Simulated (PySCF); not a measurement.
C$_{4}$H$_{2}$F$_{3}$NO (SMILES N#C/C=C(\F)OC(F)F)

Input

```
{"job": {"kind": "nmr", "xc": "PBE0", "basis": "pcSseg-1", "pop": false}, "charge": 0, "multiplicity": 1}
N      3.790000     0.064400    -0.693500
C      2.730800    -0.276800    -0.423700
C      1.442700    -0.726200    -0.080400
C      0.350900     0.017200    -0.252700
F      0.390300     1.245700    -0.772200
O     -0.881300    -0.403400     0.102400
C     -1.982300     0.341100    -0.238300
F     -2.971800    -0.028500     0.574100
F     -2.373500     0.049900    -1.493700
H      1.351500    -1.714200     0.341200
H     -1.841900     1.433600    -0.164600
```

Launched as:

```sh
OMP_NUM_THREADS=1 python probes_run.py task.json out
```

Geometry: GFN2-xTB, NEB image 0 of 0 to 8.

Theory: PySCF, PBE0/pcSseg-1, SCF density, gas phase, non-relativistic.

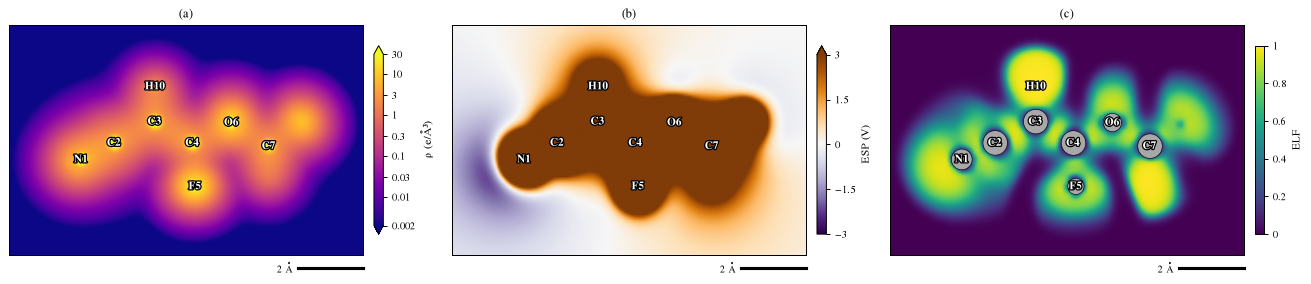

Figure 1. (a) total electron density; (b) electrostatic potential; (c) electron localisation function on the plane of atoms C3, C4 and F5. Grey discs cover the atomic cores in the ELF map.

### Read the bonding off the picture.

Atoms in the plane: N, C, F, O and H.
C–N (1.15 Å): ρ at the midpoint is about 3.6 e/Å³; the ELF peaks at about 0.85 between the atoms; a short, multiple covalent bond.
C–C (1.33 Å): the density is about 2.3 e/Å³ at the midpoint; the ELF peaks at about 0.95 between the atoms; a multiple bond.
C–F (1.33 Å): ρ at the midpoint is about 2.4 e/Å³; the ELF peaks at about 0.85 between the atoms (a shared but strongly polarised pair).
C–O (1.35 Å): the density is about 2.4 e/Å³ at the midpoint, with its minimum of 2 e/Å³ about 0.5 Å from C; the ELF peaks at about 0.90 between the atoms; a polar covalent bond.
C–H (1.08 Å): ρ at the midpoint is about 2.1 e/Å³; the ELF climbs to about 1 towards the hydrogen, as it does in any bond to H; a covalent bond by its length.
The ELF also peaks beside F5, N1, F8 and O6, away from the bonds: lone-pair regions.
Outside the dense part of the molecule the potential is most negative (−2.1 V) near N1.

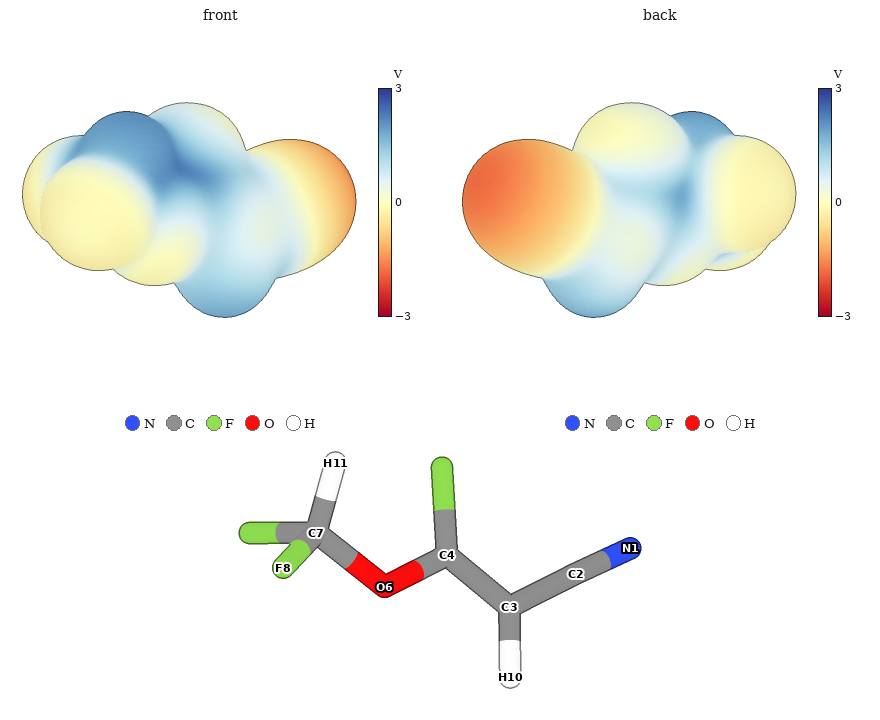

Figure 2. The molecular electrostatic potential painted on the density surface at 0.002 e/bohr³, seen from the front and from behind; the colour scale runs from red (negative) to blue (positive). The bare structure is drawn below in the same view.

### Where is the surface potential most negative and most positive?

The most negative region (about −1.8 V) lies over N1, the most positive (about +2.2 V) over C4, C7 and H11. N1 is the likeliest acceptor of a hydrogen bond.

### What dipole moment does the calculation give?

Its dipole moment is 3.20 D.

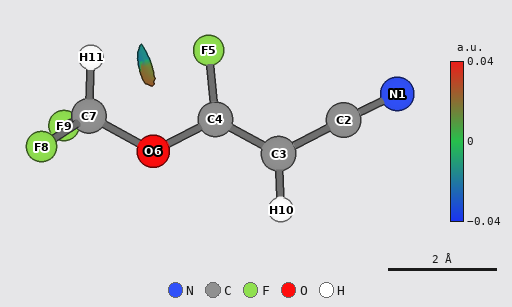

Figure 3. Non-covalent interaction (NCI) plot: the surface where the reduced density gradient is 0.5, for densities under 0.05 a.u., coloured by sign(λ₂)ρ; seen at a tilt.

### What holds or crowds the atoms apart from the covalent bonds?

Between C7 and H11 on one side and F5 and C4 on the other: a weak contact, attractive (blue-green) on one side and crowded (olive to red) on the other.
